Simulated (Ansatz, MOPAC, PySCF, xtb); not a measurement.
Dissociation curve of SMILES C=CF (C2H3F). The C2–F6 bond (C2 also carries C, H; F6 carries nothing else) is varied alone, starting from the PBE0/def2-TZVP optimised geometry.

```
6

C     -0.0001    -1.1116    -0.7055
C      0.0000     0.0000     0.0000
H     -0.0007    -2.0838    -0.2303
H      0.0008    -1.0517    -1.7847
H      0.0000     1.0056    -0.4055
F      0.0000     0.0000     1.3361
```

Levels of theory: PM6, restricted, heats of formation (MOPAC); RKS-BP86/6-31G* = restricted BP86/6-31G*, spherical d run with PySCF; RCCSD(T) = CCSD(T) on RHF/cc-pVTZ, frozen core (Ansatz, an electronic-structure program); GFN1-xTB (xtb).

Energies are in kcal/mol, each relative to the lowest point of its own curve near equilibrium.

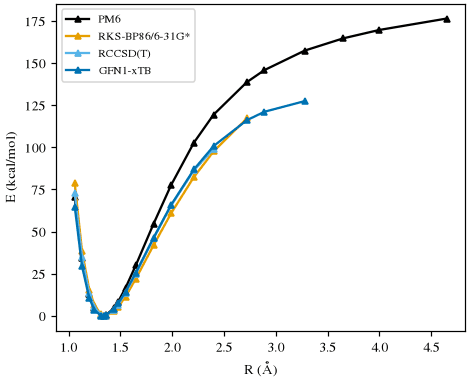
Figure: Energy against bond length for each method.

```json
[
 {"R / Å": "1.06", "PM6": "70.3", "RKS-BP86/6-31G*": "78.6", "RCCSD(T)": "72.6", "GFN1-xTB": "64.8"},
 {"R / Å": "1.13", "PM6": "34.3", "RKS-BP86/6-31G*": "38.5", "RCCSD(T)": "34.7", "GFN1-xTB": "29.5"},
 {"R / Å": "1.20", "PM6": "13.1", "RKS-BP86/6-31G*": "15.6", "RCCSD(T)": "13.3", "GFN1-xTB": "10.5"},
 {"R / Å": "1.25", "PM6": "4.8", "RKS-BP86/6-31G*": "6.5", "RCCSD(T)": "5.1", "GFN1-xTB": "3.5"},
 {"R / Å": "1.31", "PM6": "0.4", "RKS-BP86/6-31G*": "1.1", "RCCSD(T)": "0.6", "GFN1-xTB": "0.2"},
 {"R / Å": "1.34", "PM6": "0.0", "RKS-BP86/6-31G*": "0.1", "RCCSD(T)": "0.0", "GFN1-xTB": "0.0"},
 {"R / Å": "1.36", "PM6": "0.3", "RKS-BP86/6-31G*": "0.0", "RCCSD(T)": "0.1", "GFN1-xTB": "0.3"},
 {"R / Å": "1.44", "PM6": "4.7", "RKS-BP86/6-31G*": "2.6", "RCCSD(T)": "3.6", "GFN1-xTB": "4.3"},
 {"R / Å": "1.48", "PM6": "8.5", "RKS-BP86/6-31G*": "5.3", "RCCSD(T)": "6.7", "GFN1-xTB": "7.5"},
 {"R / Å": "1.55", "PM6": "16.6", "RKS-BP86/6-31G*": "11.4", "RCCSD(T)": "13.5", "GFN1-xTB": "14.3"},
 {"R / Å": "1.65", "PM6": "30.1", "RKS-BP86/6-31G*": "22.1", "RCCSD(T)": "25.0", "GFN1-xTB": "25.7"},
 {"R / Å": "1.82", "PM6": "54.5", "RKS-BP86/6-31G*": "41.9", "RCCSD(T)": "45.9", "GFN1-xTB": "46.3"},
 {"R / Å": "1.99", "PM6": "77.6", "RKS-BP86/6-31G*": "60.9", "RCCSD(T)": "65.5", "GFN1-xTB": "65.8"},
 {"R / Å": "2.21", "PM6": "102.8", "RKS-BP86/6-31G*": "82.4", "RCCSD(T)": "86.4", "GFN1-xTB": "86.9"},
 {"R / Å": "2.40", "PM6": "119.4", "RKS-BP86/6-31G*": "97.6", "RCCSD(T)": "99.1", "GFN1-xTB": "100.8"},
 {"R / Å": "2.72", "PM6": "138.7", "RKS-BP86/6-31G*": "117.1", "RCCSD(T)": "—", "GFN1-xTB": "116.1"},
 {"R / Å": "2.89", "PM6": "145.8", "RKS-BP86/6-31G*": "—", "RCCSD(T)": "—", "GFN1-xTB": "121.1"},
 {"R / Å": "3.28", "PM6": "157.4", "RKS-BP86/6-31G*": "—", "RCCSD(T)": "—", "GFN1-xTB": "127.5"},
 {"R / Å": "3.65", "PM6": "164.7", "RKS-BP86/6-31G*": "—", "RCCSD(T)": "—", "GFN1-xTB": "—"},
 {"R / Å": "4.00", "PM6": "169.7", "RKS-BP86/6-31G*": "—", "RCCSD(T)": "—", "GFN1-xTB": "—"},
 {"R / Å": "4.65", "PM6": "176.4", "RKS-BP86/6-31G*": "—", "RCCSD(T)": "—", "GFN1-xTB": "—"}
]
```

Dashes: no converged value, or the column stops at the first point that the program doubted or that broke a chosen test of continuity, which isn't proof of a fault.

The restricted form behind PM6, RKS-BP86/6-31G* keeps the bonding electrons paired and can't separate into open-shell fragments. The T1 diagnostic of CCSD on the restricted reference of RCCSD(T) exceeds 0.045 at 2.40 to 4.65 Å.
